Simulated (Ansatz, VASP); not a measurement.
# Cross-check of NaCdCuS2 between VASP and Ansatz, part 3 of 3

Wanted: the spread between two codes on one cell, functional and k mesh. The cell is invented: As first built, before any earlier steps moved the atoms (in the runner's words): it takes the NaLiCdS2 structure with some of its atoms replaced by other elements, volume scaled by an estimate. It may not be a known or stable phase. The cell is taken from a series of VASP runs on this material, whose earlier steps may have relaxed, scaled or displaced it; both programs get it as it stands. Valence electrons are named where the data sets of a main pair hold unlike numbers.

VASP 6.6.1 and Ansatz 0.2.0.

So far. Step 4 (Side by side): The walks stopped with -0.01 GPa left in Ansatz and 0.01 GPa in VASP; each walk ends within a tolerance, so the volume difference is uncertain by about these residues over the bulk modulus, most in soft cells.

## Step 6: VASP: band structure, HSE06

Level of this step: HSE06, no spin polarisation; plane waves and PAW (Cd, Cu, S, Na_pv); invented cell (VASP).

The same cell, functional, mesh and smearing now go to VASP, with its own data sets.

The run reads the wave functions of an earlier VASP run, which isn't shown here.

File INCAR:

```
SYSTEM = NaCdCuS2
PREC = Accurate
ENCUT = 400
EDIFF = 1E-06
NELM = 100
ISMEAR = 0
SIGMA = 0.05
LREAL = .FALSE.
ALGO = Normal
LHFCALC = .TRUE.
AEXX = 0.25
GGA = PE
HFSCREEN = 0.2
LASPH = .TRUE.
NBANDS = 27
PRECFOCK = Fast
LORBIT = 11
LWAVE = .FALSE.
LCHARG = .FALSE.
KPAR = 2
```

File POSCAR:

```
NaCdCuS2
1.0
    3.9446694718      0.0000000000      0.0000000000
   -1.9723347359      3.4161833978      0.0000000000
    0.0000000000      0.0000000000      7.1372133519
Cd Cu S Na
1 1 2 1
Direct
    0.0000000000      0.0000000000      0.3735315838
    0.6666666700      0.3333333300      0.7092428059
    0.6666666700      0.3333333300      0.2075360212
    0.0000000000      0.0000000000      0.7282440751
    0.3333333300      0.6666666700      0.9814465139
```

File KPOINTS:

```
Automatic mesh
0
Gamma
4 4 2
0 0 0
```

File KPOINTS_OPT:

```
Line mode
6
Line-mode
Reciprocal
  0.00000000   0.00000000   0.00000000 GAMMA
  0.50000000   0.00000000   0.00000000 M

  0.50000000   0.00000000   0.00000000 M
  0.33333333   0.33333333   0.00000000 K

  0.33333333   0.33333333   0.00000000 K
  0.00000000   0.00000000   0.00000000 GAMMA

  0.00000000   0.00000000   0.00000000 GAMMA
  0.00000000   0.00000000   0.50000000 A

  0.00000000   0.00000000   0.50000000 A
  0.50000000   0.00000000   0.50000000 L

  0.50000000   0.00000000   0.50000000 L
  0.33333333   0.33333333   0.50000000 H

  0.33333333   0.33333333   0.50000000 H
  0.00000000   0.00000000   0.50000000 A

  0.50000000   0.00000000   0.50000000 L
  0.50000000   0.00000000   0.00000000 M

  0.33333333   0.33333333   0.00000000 K
  0.33333333   0.33333333   0.50000000 H
```

The projector-augmented-wave data sets are Cd, Cu, S and Na_pv (PBE family, release 64).

Command:

```bash
$ mpirun -np 2 vasp_std
```

Numbers of over 12 decimals in the logs are rounded to 6 here.

Output:

```text
[banner, memory and clock lines left out]
running    2 mpi-ranks, on    1 nodes
[...]
LDA part: xc-table for (Slater+PW92), standard interpolation
 found WAVECAR, reading the header
 POSCAR, INCAR and KPOINTS ok, starting setup
[...]
reading WAVECAR
 the WAVECAR file was read successfully
 initial charge from wavefunction
 entering main loop
       N       E                     dE             d eps       ncg     rms          rms(c)
DAV:   1    -0.202946548961E+02   -0.20295E+02   -0.16665E+00   632   0.304E+01    0.258E+00
DAV:   2    -0.202134776209E+02    0.81177E-01   -0.83618E-01   568   0.264E+01    0.132E+00
DAV:   3    -0.202283897116E+02   -0.14912E-01   -0.80338E-02   504   0.206E+00    0.841E-01
DAV:   4    -0.202268212498E+02    0.15685E-02   -0.18023E-02   568   0.331E+00    0.493E-01
[...]
DAV:   9    -0.202268186034E+02    0.35990E-05   -0.23396E-06   448   0.357E-02    0.322E-02
DAV:  10    -0.202268173546E+02    0.12488E-05   -0.23779E-06   408   0.116E-02    0.191E-02
DAV:  11    -0.202268168639E+02    0.49069E-06   -0.48666E-07   328   0.678E-03
   1 F= -.20226817E+02 E0= -.20226817E+02  d E =-.701332E-19
 Start KPOINTS_OPT (optional k-point list driver)
k-point batch [1-8\54]
       N       E                     dE             ncg
DAV:   1     0.159922800822E+04   -0.42148E+04      432
DAV:   2    -0.165052690236E+04   -0.32498E+04      444
DAV:   3    -0.196983193047E+04   -0.31931E+03      549
DAV:   4    -0.198645248009E+04   -0.16621E+02      543
DAV:   5    -0.198689921828E+04   -0.44674E+00      597
DAV:   6    -0.198691839459E+04   -0.19176E-01      648
DAV:   7    -0.198691881473E+04   -0.42013E-03      592
DAV:   8    -0.198691882205E+04   -0.73225E-05      560
DAV:   9    -0.198691882226E+04   -0.20945E-06      416
[...]
k-point batch [49-54\54]
       N       E                     dE             ncg
DAV:   1     0.339950549542E+04   -0.65558E+04      324
DAV:   2     0.100892876518E+04   -0.23906E+04      327
DAV:   3     0.789876292734E+03   -0.21905E+03      407
DAV:   4     0.778761891297E+03   -0.11114E+02      424
DAV:   5     0.778435204651E+03   -0.32669E+00      400
DAV:   6     0.778423769262E+03   -0.11435E-01      464
DAV:   7     0.778423297193E+03   -0.47207E-03      456
DAV:   8     0.778423286744E+03   -0.10448E-04      376
DAV:   9     0.778423286556E+03   -0.18802E-06      296
```

From OUTCAR (step 6):

```text
 POSITION                                       TOTAL-FORCE (eV/Angst)
 -----------------------------------------------------------------------------------
      0.00000      0.00000      2.66597        -0.000000      0.000000     -0.036587
      1.97233      1.13873      5.06202         0.000000      0.000000     -0.072808
      1.97233      1.13873      1.48123         0.000000     -0.000000      0.341683
      0.00000      0.00000      5.19763        -0.000000     -0.000000     -0.211605
     -0.00000      2.27746      7.00479        -0.000000     -0.000000     -0.020683
 -----------------------------------------------------------------------------------
    total drift:                                0.000010     -0.000017     -0.000562

  FREE ENERGIE OF THE ION-ELECTRON SYSTEM (eV)
  ---------------------------------------------------
  free  energy   TOTEN  =       -20.2268168639 eV

  energy  without entropy=      -20.2268168639  energy(sigma->0) =      -20.22681686

[... 3 further parts left out ...]
[key lines of the parts left out:]
E-fermi :   3.6522
```

The k-mesh is coarse for exact exchange; levels may shift by about 0.1 eV on a finer one. Spin-orbit coupling is off here; it would split degenerate levels.

## Step 7: Differences

What differs besides the data sets and the points named for the pairs above, as far as they apply: exact exchange at q = 0 is treated differently, which shows on coarse meshes; VASP keeps PBE cores, Ansatz makes them for the functional; the data sets hold 60 valence electrons in Ansatz (on its default PAW (the set named soft_2) files) and 42 in VASP; VASP takes a coarser grid for exact exchange (PRECFOCK = Fast). Total energies have different zeros and are not compared.

Compared:

| quantity | Ansatz | VASP | difference |
| --- | --- | --- | --- |
| gap over the path points (eV) | 1.380 | 1.392 | -0.012 |

Forces (eV/Å; atoms numbered as in POSCAR):

| atom | Ansatz x, y, z | VASP x, y, z |
| --- | --- | --- |
| Cd1 | 0.000, 0.000, -0.042 | 0.000, 0.000, -0.037 |
| Cu2 | 0.000, 0.000, -0.071 | 0.000, 0.000, -0.073 |
| S3 | 0.000, 0.000, 0.372 | 0.000, 0.000, 0.342 |
| S4 | 0.000, 0.000, -0.239 | 0.000, 0.000, -0.212 |
| Na5 | 0.000, 0.000, -0.020 | 0.000, 0.000, -0.021 |

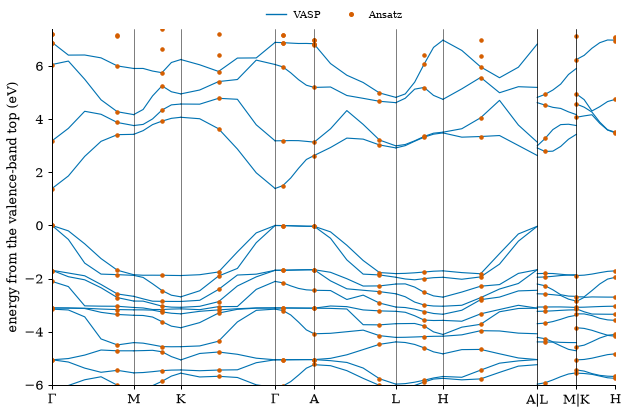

Bands from VASP (lines) and levels from Ansatz (dots). Dots without a line are higher empty bands that the VASP plot leaves out.

Levels at points of the path, from each program's valence-band top (eV; 4 filled, then empty):

| k (reciprocal lattice) | Ansatz | VASP |
| --- | --- | --- |
| 0.000 0.000 0.000 | -1.69 -1.69 0.00 0.00 1.38 3.19 6.05 | -1.69 -1.69 0.00 0.00 1.39 3.19 6.06 |
| 0.400 0.000 0.000 | -2.72 -2.58 -1.85 -1.68 3.41 3.88 4.28 | -2.71 -2.58 -1.85 -1.68 3.42 3.88 4.28 |
| 0.400 0.200 0.000 | -3.04 -2.85 -2.45 -1.87 3.93 4.34 5.25 | -3.04 -2.85 -2.45 -1.87 3.93 4.34 5.25 |
| 0.200 0.200 0.000 | -2.87 -2.41 -1.90 -1.75 3.63 4.79 5.42 | -2.87 -2.40 -1.90 -1.75 3.64 4.79 5.42 |
| 0.000 0.000 0.100 | -1.69 -1.69 0.00 0.00 1.49 3.19 5.96 | -1.68 -1.68 0.00 0.00 1.50 3.19 5.97 |
| 0.000 0.000 0.500 | -1.67 -1.67 -0.03 -0.03 2.61 3.14 5.20 | -1.66 -1.66 -0.03 -0.03 2.63 3.14 5.20 |
| 0.400 0.000 0.500 | -2.49 -2.27 -1.86 -1.77 3.03 3.22 4.68 | -2.49 -2.27 -1.86 -1.77 3.03 3.22 4.67 |
| 0.400 0.200 0.500 | -2.99 -2.52 -2.00 -1.75 3.33 3.35 5.19 | -2.99 -2.51 -2.00 -1.75 3.32 3.35 5.20 |
| 0.200 0.200 0.500 | -2.72 -2.28 -1.94 -1.82 3.34 4.06 5.57 | -2.71 -2.28 -1.93 -1.82 3.35 4.05 5.57 |
| 0.500 0.000 0.400 | -2.58 -2.27 -1.94 -1.80 2.79 3.27 4.53 | -2.58 -2.27 -1.94 -1.80 2.78 3.27 4.53 |

The forces differ by 11 meV/Å r.m.s., which is 10.0 % of the r.m.s. force of 0.106 eV/Å (both taken over all components). Among the levels compared at these points, filled levels agree within 9 meV and empty ones within 25 meV.

## Step 8: Outcome

* difference in volume (relaxation of cell and atoms, BLYP with D3(BJ)): 0.37 %
* largest difference of a filled level at the path points (band structure, HSE06): 8.6 meV
* r.m.s. force difference (band structure, HSE06): 11 meV/Å

In words: The r.m.s. force difference is 11 meV/Å (band structure, HSE06), within the 12 meV/Å picked in this series as the mark of a large difference. The data sets hold unlike numbers of valence electrons (60 in Ansatz and 42 in VASP), so part of the differences comes from the potentials. Such differences can come from data sets, numerical settings and the points named under the comparisons, not from the functional's error against experiment.

[Lines on the potential files, build, host, timing and source positions are cut from VASP's logs without a mark.]

[Logs are printed without paths, hosts, clocks, repeated set-up lines and the standing remarks that a program may print on its own settings, such as how far it seeks lower states.]

[Hosts, paths, dates, database ids (printed as entryN), source tags and the programs' standing remarks are cut or masked in the printed files.]
